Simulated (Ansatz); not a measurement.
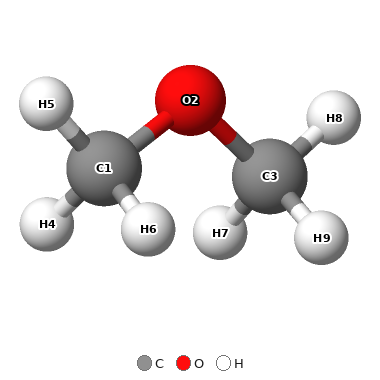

The system is C₂H₆O, SMILES COC; the picture shows the reference structure. 
- First axis: angle C1–O2–C3. Second axis: change of the bonds O2–C1, O2–C3, all alike.
- Nothing is relaxed (all other coordinates rigid).
- The grid has 15 × 15 points.
- Points are written as (first, second).
- Energies are in kJ/mol, from the relaxed molecule at the same level.
- All numbers below come from RKS PBE-D4/def2-TZVP in Ansatz.

Its coordinates:

```yaml
atoms:
  - { symbol: C, position_ang: [-0.4079, 0.8751, -0.6520] }
  - { symbol: O, position_ang: [0.5819, -0.1353, -0.6077] }
  - { symbol: C, position_ang: [0.4924, -0.9002, 0.5796] }
  - { symbol: H, position_ang: [-1.4294, 0.4470, -0.6229] }
  - { symbol: H, position_ang: [-0.2761, 1.4219, -1.5947] }
  - { symbol: H, position_ang: [-0.3056, 1.5837, 0.1935] }
  - { symbol: H, position_ang: [-0.4880, -1.4092, 0.6639] }
  - { symbol: H, position_ang: [1.2863, -1.6573, 0.5422] }
  - { symbol: H, position_ang: [0.6348, -0.2721, 1.4811] }
```

Range: angle C1–O2–C3 from 66.6 to 156.6°; change of the bonds O2–C1, O2–C3, all alike from −0.156 to 0.241 Å.

What landscape does the calculation give?

The lowest grid point is at (111.6°, 0.014 Å), 0.6 kJ/mol from the relaxed molecule at the same level. It is the only kind of minimum in the scanned range. The highest grid point, (66.6°, −0.156 Å), lies 1189 kJ/mol above the lowest. Round the minimum the valley is somewhat tilted: raising angle C1–O2–C3 shifts the best value of the second coordinate downwards (coupling k₁₂/√(k₁₁k₂₂) about 0.2).

```csv
"second ↓, first →",66.6,73.0,79.4,85.9,92.3,98.7,105.2,111.6,118.0,124.4,130.9,137.3,143.7,150.2,156.6
0.241,413,272,193,149,125,114,112,116,125,139,157,177,200,224,248
0.212,423,269,182,133,107,94,91,94,104,117,135,155,178,202,226
0.184,436,269,174,120,91,76,72,75,84,97,115,135,158,181,204
0.156,454,273,169,109,76,60,54,57,65,78,95,116,138,162,184
0.127,478,281,167,101,64,45,38,40,47,60,77,97,120,143,165
0.099,506,294,169,97,55,34,25,25,33,45,62,82,103,126,148
0.071,541,311,175,96,50,25,15,14,20,32,49,68,90,112,133
0.042,585,336,187,99,48,20,7,5,11,22,38,57,78,99,120
0.014,636,367,205,108,51,20,4,1,5,16,31,50,70,91,111
−0.014,696,405,229,123,60,24,6,1,4,14,28,46,66,87,107
−0.042,766,453,261,145,75,35,14,6,8,17,31,48,68,88,107
−0.071,851,513,304,176,98,53,28,18,19,26,39,56,75,94,113
−0.099,947,582,356,216,130,79,51,38,36,43,55,71,89,108,126
−0.127,1058,665,420,266,172,114,82,66,63,68,79,94,111,130,147
−0.156,1190,767,500,332,227,163,126,107,101,104,114,128,145,162,179
```

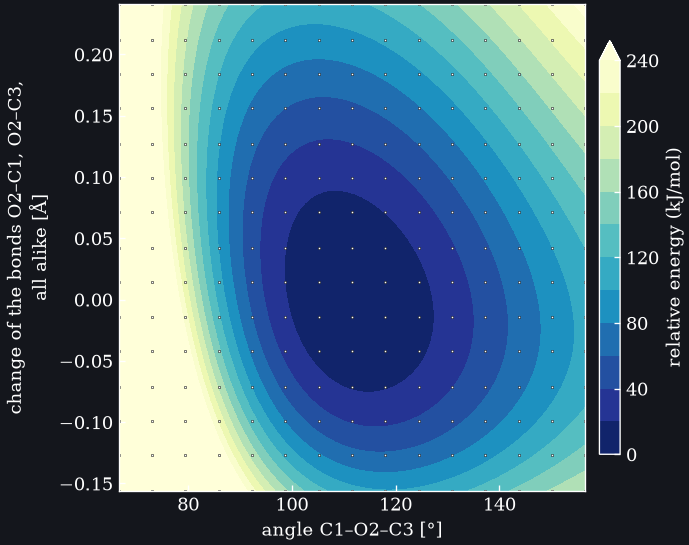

Drawn: filled contours, dots at the grid points, one colour for all values above the top of the scale. Between grid points the surface is interpolated.

Each point was launched as `ansatz run input.yaml --threads 1 --pin off --max-ram 2560MiB --backend cpu --events-out ev --progress --plain --runs-dir out`. The whole map (225 points run) took 10 min on 1 thread of Arm Neoverse V1, with other jobs on the host.
